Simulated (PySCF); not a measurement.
# SiF₂: singlet, from a bent start

Where does singlet SiF₂ go from a bent start, is the end point a minimum, and what are its modes, charges and moments?

Computed with PySCF 2.14.0. Level: PBE, basis Si def2-TZVP, F def2-TZVP, no relativity, density fitting.

## Step 1: The system as given

3 atoms, charge 0, spin multiplicity 1.

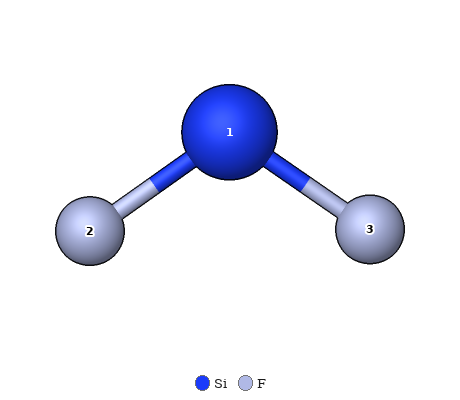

The starting geometry (silicon blue, fluorine light blue); atoms are numbered from 1 in the order of the file.

```xyz
3
charge 0 multiplicity 1
Si    0.0000    0.0000    0.0000
F     1.4745    0.0000    1.0324
F    -1.4745    0.0000    1.0324
```

## Step 2: Finding the electronic state

One driver script runs all steps and calls PySCF; scf.py shows how it sets up the SCF of each step. The optimiser is the driver's own. After this first run the driver tries any further starts and a stability analysis.

Contents of scf.py:

```python
from pyscf import gto, scf, dft
mol = gto.M(atom='''
Si     0.000000     0.000000     0.000000
F      1.474500     0.000000     1.032400
F     -1.474500     0.000000     1.032400''',
    basis={'Si': 'def2-TZVP', 'F': 'def2-TZVP'},
    charge=0, spin=0)
mf = dft.RKS(mol, xc='PBE')
mf.grids.atom_grid = (50, 194)
aux = {'Si': 'def2-universal-JKFIT', 'F': 'def2-universal-JKFIT'}
mf = mf.density_fit(auxbasis=aux)
mf.conv_tol = 1e-08
mf.diis_space = 10
mf.max_cycle = 60
mf.init_guess = 'minao'
mf.verbose = 4
mf.kernel()
```

Launch:

```bash
$ OMP_NUM_THREADS=2 python axn.py task.json out
```

Output:

```text
init E= -488.907893675668
  HOMO = -0.277674246019231  LUMO = -0.114009438970996  gap/eV = 4.45355
cycle= 1 E= -488.862376649013  delta_E= 0.0455  |g|= 0.914  |ddm|= 1.28
  HOMO = -0.174432786430159  LUMO = -0.11484246096088  gap/eV = 1.62154
cycle= 2 E= -486.878346889236  delta_E= 1.98  |g|= 3.37  |ddm|= 1.89
  HOMO = -0.273648126247537  LUMO = -0.132476165381334  gap/eV = 3.84148
cycle= 3 E= -489.012380500928  delta_E= -2.13  |g|= 0.0682  |ddm|=  1.5
  HOMO = -0.284738312846059  LUMO = -0.143358584288428  gap/eV = 3.84714
cycle= 4 E= -489.012571188139  delta_E= -0.000191  |g|= 0.0683  |ddm|= 0.163
  HOMO = -0.281628317291371  LUMO = -0.140778063980306  gap/eV = 3.83273
cycle= 5 E= -489.013678464325  delta_E= -0.00111  |g|= 0.0141  |ddm|= 0.059
  HOMO = -0.281479342912831  LUMO = -0.140062526845583  gap/eV = 3.84815
cycle= 6 E= -489.013716182641  delta_E= -3.77e-05  |g|= 0.00276  |ddm|= 0.00897
  HOMO = -0.281658744860756  LUMO = -0.14017715515385  gap/eV = 3.84991
cycle= 7 E= -489.013717487207  delta_E= -1.3e-06  |g|= 0.000341  |ddm|= 0.00152
  HOMO = -0.281619151069954  LUMO = -0.140142597392767  gap/eV = 3.84977
cycle= 8 E= -489.013717511432  delta_E= -2.42e-08  |g|= 8.23e-05  |ddm|= 0.000345
  HOMO = -0.281620430084978  LUMO = -0.140142348909514  gap/eV = 3.84981
cycle= 9 E= -489.013717512409  delta_E= -9.76e-10  |g|= 4.22e-06  |ddm|= 3.45e-05
  HOMO = -0.281619825246544  LUMO = -0.140141665275294  gap/eV = 3.84982
Extra cycle  E= -489.013717512411  delta_E= -2.61e-12  |g|= 2.54e-06  |ddm|= 6.09e-06
converged SCF energy = -489.013717512411
```

This step, with its further starts and checks, took 7.4 s on 2 threads of Arm Neoverse V1, shared host.

Energies from each starting density:

| start | energy (Eh) |
| --- | --- |
| the minimal-basis guess | -489.013718 |
| a thermally smeared density | -489.013718 |
| a smeared PBE density | -489.013718 |

No lower closed-shell solution turned up from the other starts or in the test of internal stability.

## Step 3: Relaxation: bent start, singlet

The program finds C2v symmetry in the start, which this walk keeps. Threshold on the gradient: 0.0003 Eh/bohr, with a further test on the energy change.

Edit scf.py of step 2 so:

```diff
@@ -3,3 +3,3 @@
-Si     0.000000     0.000000     0.000000
-F      1.474500     0.000000     1.032400
-F     -1.474500     0.000000     1.032400''',
+Si     0.000000     0.000000    -0.594599
+F      1.474500     0.000000     0.437801
+F     -1.474500     0.000000     0.437801''',
@@ -15 +14,0 @@
-mf.init_guess = 'minao'
```

Energy and gradient, step by step:

| step | energy (Eh) | change (kJ/mol) | largest symmetric gradient (Eh/bohr) |
| --- | --- | --- | --- |
| 0 | -489.013718 | 0.00 | 0.05811 |
| 1 | -489.038523 | -65.13 | 0.01519 |
| 2 | -489.039141 | -66.75 | 0.01104 |
| 3 | -489.040431 | -70.14 | 0.00506 |
| 4 | -489.040452 | -70.19 | 0.00407 |
| 5 | -489.040488 | -70.28 | 0.00003 |

The walk took 5.2 s.

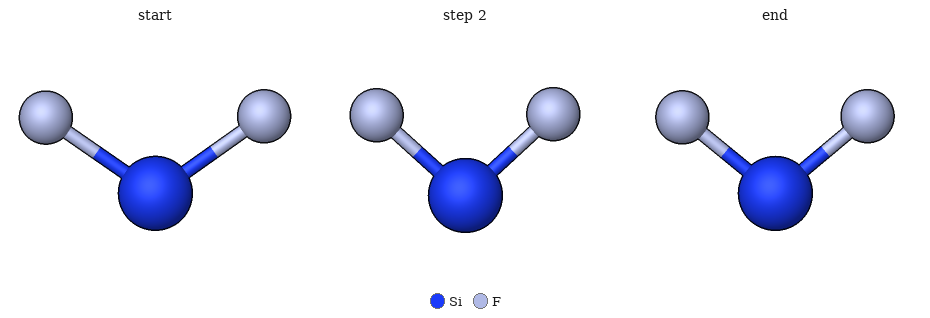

Start and end of the relaxation, with a step between.

It settles in C2v symmetry, 70.3 kJ/mol below the start, after 5 steps: Si–F 1.624 Å (×2); F–Si–F 100.7°.

## Step 4: Is it a minimum? Harmonic modes

The point is checked on the finer grid, and tightened if its gradient asks for it. The Hessian and the dipole derivatives come from central differences of analytic gradients, with steps of 0.02 bohr.

Edit scf.py of step 3 so:

```diff
@@ -3,3 +3,3 @@
-Si     0.000000     0.000000    -0.594599
-F      1.474500     0.000000     0.437801
-F     -1.474500     0.000000     0.437801''',
+Si     0.000000     0.000000    -0.593482
+F      1.254200     0.000000     0.437728
+F     -1.254200     0.000000     0.437728''',
@@ -9 +9 @@
-mf.grids.atom_grid = (50, 194)
+mf.grids.atom_grid = (75, 302)
@@ -12 +12 @@
-mf.conv_tol = 1e-08
+mf.conv_tol = 1e-10
```

This SCF starts from the last density.

Log of the central SCF (cycles and frontier levels):

```text
init E= -489.040431346983
  HOMO = -0.263015096521073  LUMO = -0.112211973436644  gap/eV = 4.10356
cycle= 1 E= -489.040431346977  delta_E= 5.46e-12  |g|= 7.1e-06  |ddm|= 4.33e-06
  HOMO = -0.263015291257894  LUMO = -0.112212043324796  gap/eV = 4.10357
Extra cycle  E= -489.040431346947  delta_E= 2.99e-11  |g|= 1.6e-05  |ddm|= 9.42e-06
converged SCF energy = -489.040431346947
```

The whole step took 14 s.

Geometry: C2v; Si–F 1.624 Å (×2); F–Si–F 101.1°.

Modes, for the most abundant isotopes:

```
symmetry  ω (cm⁻¹)  IR (km/mol)  μ (u)     type
      a1       314         14.1  20.31     bend
      a1       806          114  21.60  stretch
      b2       825          158  22.19  stretch
```

All wavenumbers are real: a minimum.

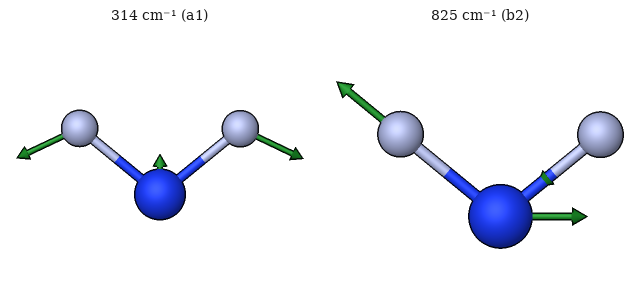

Displacements of 2 of the modes, as arrows (one member where a mode is degenerate).

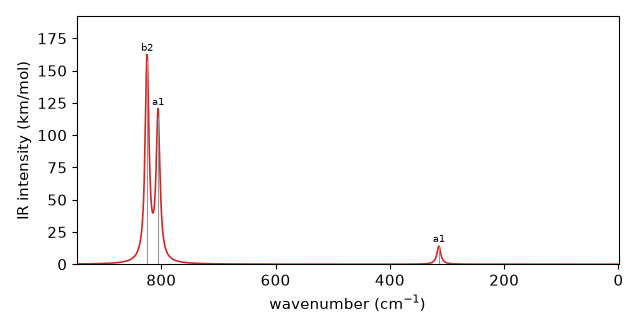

The harmonic infrared spectrum (widths in cm⁻¹). Lines are broadened to a width of 8 cm⁻¹ (Lorentzian).

Constants and moments:

```yaml
Dipole_moment: 1.11 D
Highest_occupied_level: -7.16 eV
Lowest_empty_level: -3.05 eV
Rotational_constants: 0.9838, 0.282, 0.2192 cm⁻¹
Zero-point_energy: 11.6 kJ/mol
Principal_polarisabilities: 25.9, 26.9, 29.0 bohr³
Atomisation_energy_without_zero-point_energy: 1258 kJ/mol
Principal_traceless_quadrupole_moments_about_the_centre_of_mass: -3.15, -0.77, 3.92 D Å
Entropy_at_298.15_K_and_1_bar: 258.0 J/(mol K)
Heat_capacity_Cp_at_298.15_K: 45.4 J/(mol K)
Enthalpy_at_298.15_K_above_0_K: 11.36 kJ/mol
Rotational_symmetry_number: 2
```

Populations by atom (charges in e):

```tsv
atom	Mulliken	Löwdin	polar tensor	Mayer order to Si1
Si1	0.49	0.02	1.03	–
F2,3	-0.24	-0.01	-0.52	1.14
```

Outer orbital energies (eV). occupied: -29.57, -13.72, -11.96, -11.13, -11.10, -10.39, -9.92, -7.16; empty: -3.05, -0.56, 0.12, 4.10.

Mulliken populations on Si1: s 5.89, p 7.15, d 0.38, f 0.09.

## Step 5: Stability of the closed shell

At the lowest minimum the closed shell is tested against spin polarisation, on the (50, 194) grid. It is stable.

## Step 6: Results

| quantity | value |
| --- | --- |
| minimum | singlet, C2v |
| geometry | Si–F 1.624 Å (×2); F–Si–F 101.1° |
| wavenumbers (cm⁻¹) | 314 (a1), 806 (a1), 825 (b2) |
| dipole moment | 1.11 D |
| highest occupied, lowest empty level | -7.16, -3.05 eV |
| polar-tensor charge of Si1 | +1.03 e |
| zero-point energy | 11.6 kJ/mol |
| entropy at 298.15 K | 258.0 J/(mol K) |
| atomisation energy (no zero-point energy) | 1258 kJ/mol |

In words: The bent start keeps its C2v symmetry and ends in a minimum. In the infrared the band at 825 cm⁻¹ (b2, stretch) leads. Only this shape and spin were tried, so other structures or states may lie lower.

The search up to here took 28 s on 2 threads of Arm Neoverse V1, shared host.
